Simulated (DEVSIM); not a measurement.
Structure: abrupt Ge n-p junction, at 300 K.

| layer (left to right) | material | thickness (μm) | Nd (cm⁻³) | Na (cm⁻³) | τn (s) | τp (s) |
|---|---|---|---|---|---|---|
| 1 | Ge | 0.250 | 4.4e15 | - | 7.3e-6 | 7.3e-6 |
| 2 | Ge | 1.60 | - | 6e16 | 7.3e-6 | 7.3e-6 |

Left contact: ohmic. Right contact: ohmic. Voltage is applied to the left contact. Recombination: SRH at mid-gap, radiative, Auger. Mobility is constant in doping.

This is a model device: material constants are rounded textbook-type values typed into the input, and sizes, dopings and lifetimes were drawn at random. Values at 300 K.

```tsv
parameter	Ge
gap (eV)	0.664
affinity (eV)	4
permittivity	16
Nc (cm⁻³)	1.04e19
Nv (cm⁻³)	6e18
μn (cm²/Vs)	3900
μp (cm²/Vs)	1900
B (cm³/s)	6.4e-14
Cn (cm⁶/s)	1e-31
Cp (cm⁶/s)	1e-31
```

Model (solved in DEVSIM): 1D drift-diffusion, Boltzmann statistics, complete ionisation; no tunnelling, impact ionisation, image-force lowering or self-heating.

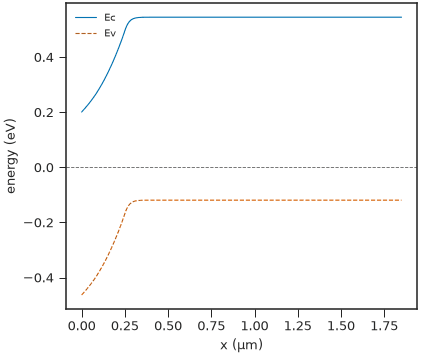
Fig. 1. Band edges at zero bias

Energies count from the Fermi level of the right contact; mesh points crowd at the junctions.

```tsv
x (μm)	Ec (eV)	Ev (eV)	n (cm⁻³)	p (cm⁻³)	field (V/cm)
0.000	0.201	-0.463	4.4e15	9.9e10	7000
0.01446	0.211	-0.453	3.0e15	1.5e11	7100
0.03590	0.227	-0.437	1.6e15	2.7e11	7600
0.07093	0.256	-0.408	5.3e14	8.3e11	9000
0.1348	0.322	-0.342	4.0e13	1.1e13	12000
0.1821	0.385	-0.279	3.6e12	1.2e14	14000
0.2139	0.433	-0.231	5.5e11	7.9e14	16000
0.2409	0.479	-0.185	9.4e10	4.7e15	18000
0.2542	0.504	-0.160	3.6e10	1.2e16	17000
0.2719	0.526	-0.138	1.5e10	2.8e16	8800
0.3003	0.540	-0.124	8.8e9	5.0e16	2500
0.3665	0.545	-0.119	7.3e9	6.0e16	89
0.4524	0.545	-0.119	7.3e9	6.0e16	≈ 0
0.5905	0.545	-0.119	7.3e9	6.0e16	≈ 0
0.9410	0.545	-0.119	7.3e9	6.0e16	≈ 0
1.274	0.545	-0.119	7.3e9	6.0e16	≈ 0
1.501	0.545	-0.119	7.3e9	6.0e16	≈ 0
1.642	0.545	-0.119	7.3e9	6.0e16	≈ 0
1.751	0.545	-0.119	7.3e9	6.0e16	≈ 0
1.801	0.545	-0.119	7.3e9	6.0e16	≈ 0
1.829	0.545	-0.119	7.3e9	6.0e16	≈ 0
1.850	0.545	-0.119	7.3e9	6.0e16	≈ 0
```
